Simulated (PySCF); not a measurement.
## Atomic calculation for Al²⁺

System: Al²⁺, configuration 1s2 2s2 2p6 3s1, multiplicity 2.
Method: unrestricted PBE, cc-pV(T+d)Z, non-relativistic, point nucleus (PySCF).

**Input**
```python
from pyscf import gto, scf, dft, mp, cc
import basis_set_exchange as bse
mol = gto.M(atom="Al 0 0 0", charge=2, spin=1, symmetry="D2h",
            basis=gto.basis.parse(bse.get_basis("cc-pV(T+d)Z", elements=["Al"], fmt="nwchem", header=False)))
mf = dft.UKS(mol, xc="PBE")
mf.irrep_nelec = {'Ag': (3, 2), 'B1u': (1, 1), 'B2u': (1, 1), 'B3u': (1, 1)}
mf.kernel()
```

The script is an equivalent of what the driver set up; the driver started from orbitals of its own, so the log can be shorter than this script's would be, and it computed the properties (radii, ⟨L²⟩, response) afterwards. It also set what the script leaves out: hgrid = 0.5. It held the occupations shell by shell, which the script's counts by irreducible representation don't always enforce.

Hardware: 1 thread of Arm Neoverse N1, 40 GiB of memory available, shared host.

The run was one of a batch that the task file lists, launched with:
```bash
OMP_NUM_THREADS=1 python <driver script> TASK.json OUT
```

**Output (extracts)**
```
damping factor = 0
level_shift factor = 0
DIIS = <class 'pyscf.scf.diis.CDIIS'>
diis_start_cycle = 1
diis_space = 10
diis_damp = 0
SCF conv_tol = 1e-09
SCF conv_tol_grad = None
number electrons alpha = 6  beta = 5
XC functionals = PBE
    J. P. Perdew, K. Burke, and M. Ernzerhof.,  Phys. Rev. Lett. 77, 3865 (1996)
    J. P. Perdew, K. Burke, and M. Ernzerhof.,  Phys. Rev. Lett. 78, 1396 (1997)
    J. P. Perdew, K. Burke, and M. Ernzerhof.,  Phys. Rev. Lett. 77, 3865 (1996)
    J. P. Perdew, K. Burke, and M. Ernzerhof.,  Phys. Rev. Lett. 78, 1396 (1997)
cycle= 1 E= -241.306367958677  delta_E= -0.00318  |g|= 0.0319  |ddm|= 0.347
cycle= 2 E= -241.306482915852  delta_E= -0.000115  |g|= 0.0174  |ddm|= 0.0471
cycle= 3 E= -241.306532641942  delta_E= -4.97e-05  |g|= 4.81e-05  |ddm|= 0.0168
cycle= 4 E= -241.306532642398  delta_E= -4.56e-10  |g|= 1.6e-06  |ddm|= 6.22e-05
converged SCF energy = -241.306532642398  <S^2> = 0.75004256  2S+1 = 2.0000426
```

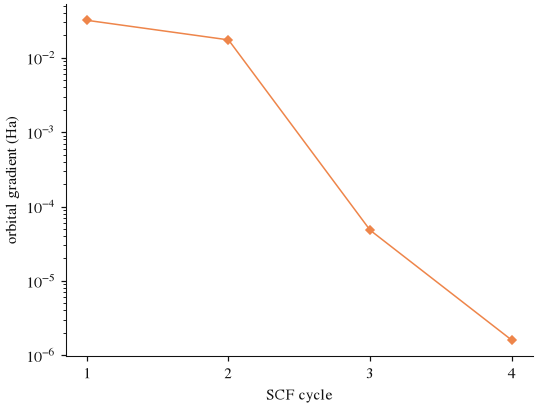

Figure 1. Convergence: orbital gradient against the SCF cycle. The residual falls at every step. It goes from 0.032 to 1.6×10⁻⁶ in 4 steps.

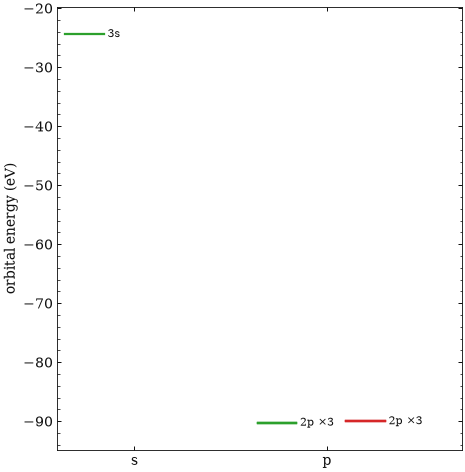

Figure 2. Orbital energies of the mean field, from the top down to −90.3 eV, by angular momentum, α spin at the left of each column and β at the right; ×n counts the orbitals under one label. The highest filled orbital is 3s α at −24.4 eV, the lowest empty one s β at −22.0 eV.

**Outcome**

- outcome: converged
- total energy: −241.306533 hartree
- kinetic energy: 240.587561 hartree
- ⟨S²⟩: 0.750
- SCF iterations: 4

**What is odd here**

One thing in this input was made odd on purpose: grid misses charge; radial grid too coarse. The program ran to the end. Its numbers are those of this setting; this run alone doesn't show how far the oddity moves them.
